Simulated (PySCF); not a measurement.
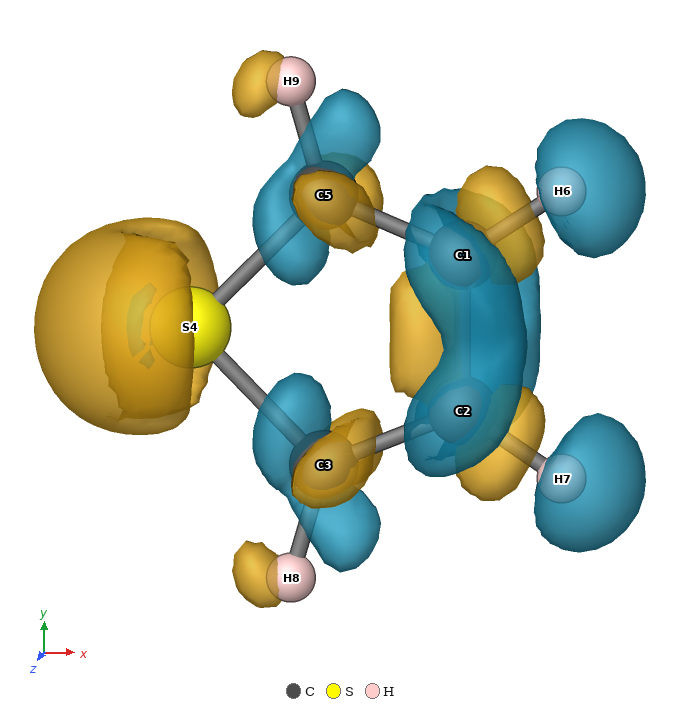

Figure. C4H4S, SMILES `c1ccsc1`. Change of the electron density in a uniform field of 0.26 V/Å, surfaces at ±0.003 e/Å³ (yellow: gain, teal: loss).

PySCF calculation, PBE0/def2-SVP, gas phase; geometry: GFN2-xTB. No frequency check shows the geometry to be a minimum. A basis without diffuse functions makes polarisabilities too small. GFN2-xTB bond lengths at metals and heavier atoms can be off by up to 0.1 Å and shapes distorted, which carries into these values.

Geometry (Å), atoms numbered from 1:

```
C1       1.2655    0.7073    0.0000
C2       1.2656   -0.7072    0.0000
C3       0.0126   -1.2258    0.0000
S4      -1.1929   -0.0000    0.0000
C5       0.0125    1.2258    0.0000
H6       2.1593    1.3051    0.0000
H7       2.1594   -1.3049    0.0000
H8      -0.2847   -2.2555    0.0000
H9      -0.2849    2.2554    0.0000
```

> Along which Cartesian direction does the field point?

Along +x: electrons gather on the −x side, against the field.

> What dipole is induced, and what polarisability does it imply?

The induced dipole is 0.81 D (along the field); α along this axis, from the fields in both directions, is 64 bohr³ (9.5 Å³).

> Which atoms gain and lose the most charge?

Electrons gather most on S4 (Hirshfeld charge changes by −0.034 e) and leave C1 and C2 alike most (+0.012 e); 0.067 electrons are displaced in all.
